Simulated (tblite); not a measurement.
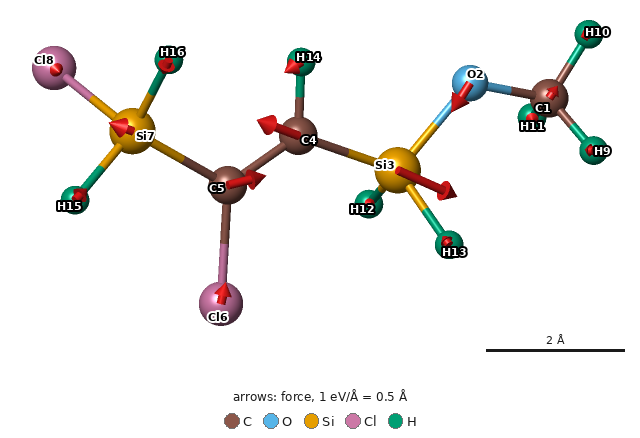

Starting geometry of C3H8Cl2OSi2 with the computed forces as red arrows. A ball-and-stick model, seen at a tilt.

These are results of tblite 0.8.0, GFN2-xTB geometry optimisation, gas phase, not measurements. 

> What follows when this structure is relaxed?

It isn't relaxed: the largest force vector, on Si3, is 2.24 eV/Å. The final displacements have little in common with the starting forces (cosine between the two patterns 0.16). After 127 geometry steps the energy has fallen by 31.7 kJ/mol. Cl8 moves most after the best rigid fit: 0.71 Å. Largest moves by element: Cl 0.71 Å, H 0.56 Å, C 0.23 Å, O 0.22 Å, Si 0.20 Å. Near-neighbour distances that change, for instance: Si3–Cl6 3.428 → 3.175 Å, Si3–C4 1.817 → 1.876 Å, O2–Si3 1.670 → 1.622 Å, Si7–H16 1.496 → 1.460 Å. Bond angles that change, for instance: O2–Si3–C4 111.9° → 100.7°, Si3–C4–H14 110.0° → 119.8°, C1–O2–Si3 118.8° → 127.2°. Groups turn about C5–Si7 by about 30°. The run took 2.1 s on 1 thread of Arm Neoverse N1 (shared host).
